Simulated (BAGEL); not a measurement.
**B3LYP/6-31G(d) (density fitting with qzvpp-jkfit, spherical functions) run of GaNH3Br (SMILES [NH2][GaH][Br])**

What is the energy change on altering one bond length of GaNH3Br at B3LYP/6-31G* (density fitting with qzvpp-jkfit, spherical functions)? 

The calculation is run with BAGEL 1.2.2.

5 further runs of the same task are left out: 2 that didn't finish, 3 set aside as unsound or not needed. Runs told in other sessions of the task aren't counted.

**1. The molecule**

GaNH3Br: 6 atoms, total charge 0, spin state singlet. As SMILES, `[NH2][GaH][Br]`. Geometry: relaxed at PBE0-D4/def2-TZVP.

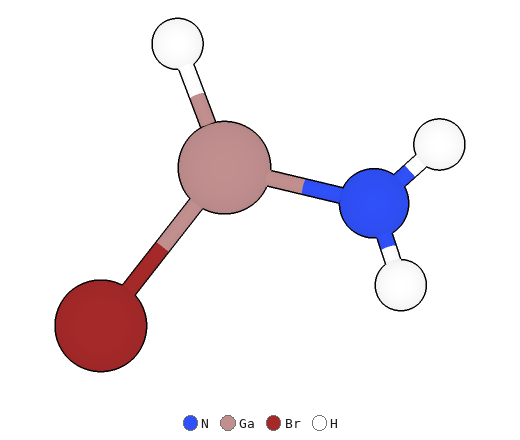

The structure, seen from a chosen angle (nitrogen blue, gallium pink, bromine red, hydrogen white).

**2. The energy at B3LYP/6-31G(d) (density fitting with qzvpp-jkfit, spherical functions)**

File calc.json:

```json
{ "bagel" : [

{
  "title" : "molecule",
  "basis" : "6-31gs.json",
  "df_basis" : "qzvpp-jkfit",
  "angstrom" : true,
  "geometry" : [
    { "atom" : "N", "xyz" : [   -0.577800,    0.217600,   -0.823700 ] },
    { "atom" : "Ga", "xyz" : [    0.349600,    0.051800,    0.710300 ] },
    { "atom" : "Br", "xyz" : [    1.605200,   -1.863400,    0.833300 ] },
    { "atom" : "H", "xyz" : [   -1.177000,    0.995300,   -1.039700 ] },
    { "atom" : "H", "xyz" : [   -0.547200,   -0.468200,   -1.558400 ] },
    { "atom" : "H", "xyz" : [    0.347300,    1.066900,    1.878100 ] }
  ]
},
{ "title" : "ks", "xc_func" : "b3lyp" },
{ "title" : "print", "file" : "orbitals.molden", "orbitals" : true }

]}
```

The basis set 6-31G* is read from a file made from the Basis Set Exchange's data (not shown).

On the command line:

```
$ BAGEL_NUM_THREADS=1 BAGEL calc.json > calc.out
```

The log of the run:

```text
* using 1 threads per process

  ===============================================================
  ===============================================================

  *** Geometry ***

  { "atom" : "N", "xyz" : [     -1.091884,      0.411204,     -1.556567 ] },
  { "atom" : "Ga", "xyz" : [      0.660648,      0.097888,      1.342272 ] },
  { "atom" : "Br", "xyz" : [      3.033388,     -3.521316,      1.574709 ] },
  { "atom" : "H", "xyz" : [     -2.224208,      1.880844,     -1.964748 ] },
  { "atom" : "H", "xyz" : [     -1.034058,     -0.884770,     -2.944949 ] },
  { "atom" : "H", "xyz" : [      0.656302,      2.016149,      3.549095 ] },

  Number of auxiliary basis functions:      663

  Since a DF basis is specified, we compute 2- and 3-index integrals:
    o Being stored without compression. Storage requirement is 0.037 GB

  Number of basis functions:       84
  Number of electrons      :       76

    * METHOD: MOLECULE                             0.43

  *** Kohn-Sham DFT ***

    * Removing 9509 points whose weight is below 1.00e-10
    * Grid points: 79927

  === Nuclear Repulsion ===
   399.7683083076

       - DIIS with orbital gradients will be used.

  === KS iteration (b3lyp / 6-31gs.json) ===
      0      -4433.69799323          0.14181001           0.47
      1      -3999.23478921          0.46959094           0.41
      2      -4376.20487586          0.17470779           0.42
      3      -4167.07200618          0.24581088           0.43
      4      -4542.53928881          0.19351857           0.41
      5      -4533.88405772          0.17765238           0.41
      6      -4547.36848750          0.10583386           0.41
      7      -4553.64859362          0.05414595           0.41
      8      -4552.50258845          0.06976434           0.41
      9      -4554.97647003          0.01587429           0.41
     10      -4555.09457088          0.00735360           0.41
     11      -4555.11753359          0.00230938           0.41
     12      -4555.12078473          0.00052898           0.41
     13      -4555.12088707          0.00023303           0.41
     14      -4555.12092862          0.00004116           0.41
     15      -4555.12092921          0.00000470           0.40
     16      -4555.12092923          0.00000234           0.41
     17      -4555.12092923          0.00000126           0.41
     18      -4555.12092923          0.00000041           0.41
     19      -4555.12092923          0.00000017           0.41
     20      -4555.12092923          0.00000003           0.42
     21      -4555.12092923          0.00000002           0.41
     22      -4555.12092923          0.00000000           0.41
    * SCF iteration converged.

    * Permanent dipole moment:
           (    0.686697,    -0.712295,     0.453681) a.u.

    * METHOD: KS                                   9.93

    * METHOD: PRINT                                0.02

  ===============================================================
```

It took 11 s on 1 thread of AMD EPYC 9B14 (Zen 4), shared host; peak memory 0.4 GiB.

**3. The distorted shape**

File dft.json:

```json
{ "bagel" : [

{
  "title" : "molecule",
  "basis" : "6-31gs.json",
  "df_basis" : "qzvpp-jkfit",
  "angstrom" : true,
  "geometry" : [
    { "atom" : "N", "xyz" : [   -0.575960,   -0.594499,   -1.757962 ] },
    { "atom" : "Ga", "xyz" : [    0.351440,   -0.760299,   -0.223962 ] },
    { "atom" : "Br", "xyz" : [    1.607040,   -2.675499,   -0.100962 ] },
    { "atom" : "H", "xyz" : [   -1.175160,    0.183201,   -1.973962 ] },
    { "atom" : "H", "xyz" : [   -0.545360,   -1.280299,   -2.492662 ] },
    { "atom" : "H", "xyz" : [    0.347300,    1.066900,    1.878100 ] }
  ]
},
{
  "title" : "ks",
  "xc_func" : "b3lyp",
  "charge" : 0
},
{
  "title" : "print",
  "file" : "orbitals.molden",
  "orbitals" : true
}

]}
```

The basis set 6-31G* is read from a file made from the Basis Set Exchange's data (not shown).

On the command line:

```
$ BAGEL_NUM_THREADS=1 BAGEL dft.json > dft.out
```

The log of the run:

```text
* using 1 threads per process

  ===============================================================
  ===============================================================

  *** Geometry ***

  { "atom" : "N", "xyz" : [     -1.088407,     -1.123440,     -3.322067 ] },
  { "atom" : "Ga", "xyz" : [      0.664125,     -1.436757,     -0.423227 ] },
  { "atom" : "Br", "xyz" : [      3.036865,     -5.055960,     -0.190791 ] },
  { "atom" : "H", "xyz" : [     -2.220731,      0.346200,     -3.730248 ] },
  { "atom" : "H", "xyz" : [     -1.030581,     -2.419414,     -4.710449 ] },
  { "atom" : "H", "xyz" : [      0.656302,      2.016149,      3.549095 ] },

  Number of auxiliary basis functions:      663

  Since a DF basis is specified, we compute 2- and 3-index integrals:
    o Being stored without compression. Storage requirement is 0.037 GB

  Number of basis functions:       84
  Number of electrons      :       76

    * METHOD: MOLECULE                             0.43

  *** Kohn-Sham DFT ***

    * Removing 8864 points whose weight is below 1.00e-10
    * Grid points: 80572

  === Nuclear Repulsion ===
   393.3221560765

       - DIIS with orbital gradients will be used.

  === KS iteration (b3lyp / 6-31gs.json) ===
      0      -4433.60060264          0.14163884           0.48
      1      -3997.74578962          0.48060378           0.42
      2      -4376.63129751          0.17431493           0.42
      3      -4165.39915257          0.24458941           0.43
      4      -4545.00162329          0.18260646           0.54
      5      -4471.36640559          0.32379334           0.43
      6      -4535.22338596          0.14582705           0.42
      7      -4545.84229813          0.12334035           0.42
      8      -4504.26910591          0.13001501           0.42
      9      -4539.16141978          0.11832641           0.60
     10      -4538.76665783          0.12016469           0.50
     11      -4541.68256056          0.10857723           0.52
     12      -4543.37435078          0.10474185           0.43
     13      -4546.56769697          0.08902311           0.45
     14      -4476.55663248          0.23106909           0.44
     15      -4550.08026819          0.08466812           0.44
     16      -4554.68069639          0.02496823           0.49
     17      -4554.81263054          0.01903098           0.44
     18      -4555.00177948          0.00412118           0.43
     19      -4555.00615717          0.00276800           0.42
     20      -4555.01417784          0.00056026           0.41
     21      -4555.01444740          0.00030626           0.41
     22      -4555.01454547          0.00003083           0.42
     23      -4555.01454613          0.00001061           0.41
     24      -4555.01454620          0.00000838           0.43
     25      -4555.01454623          0.00000132           0.43
     26      -4555.01454623          0.00000085           1.04
     27      -4555.01454623          0.00000029           0.55
     28      -4555.01454623          0.00000008           0.44
     29      -4555.01454623          0.00000003           0.42
     30      -4555.01454623          0.00000001           0.44
     31      -4555.01454623          0.00000001           0.52
    * SCF iteration converged.

    * Permanent dipole moment:
           (    0.613175,    -0.143387,     0.974043) a.u.

    * METHOD: KS                                  15.50

    * METHOD: PRINT                                0.05

  ===============================================================
```

It took 16 s on 1 thread of AMD EPYC 9B14 (Zen 4), shared host; peak memory 0.41 GiB.

**4. What came out**

Level: B3LYP/6-31G* (density fitting with qzvpp-jkfit, spherical functions).

| quantity | value |
| --- | --- |
| first shape: total energy | -4555.12093 Eh |
| first shape: dipole moment | 2.77 D |
| first shape: HOMO energy | -7.24 eV |
| first shape: LUMO energy | -0.92 eV |
| first shape: HOMO–LUMO gap | 6.32 eV |
| distorted shape: total energy | -4555.01455 Eh |
| distorted shape: dipole moment | 2.95 D |
| distorted shape: HOMO energy | -6.92 eV |
| distorted shape: LUMO energy | -3.47 eV |
| distorted shape: HOMO–LUMO gap | 3.45 eV |
| energy change with the Ga2–H6 bond stretched from 1.547 to 2.785 Å | 2.895 eV |

**Reading.** With the Ga2–H6 bond stretched from 1.547 to 2.785 Å the energy rises by 2.89 eV (67 kcal/mol). The first shape isn't relaxed at this level, so the change isn't measured from a minimum. A restricted reference can't describe the breaking bond well at this length.
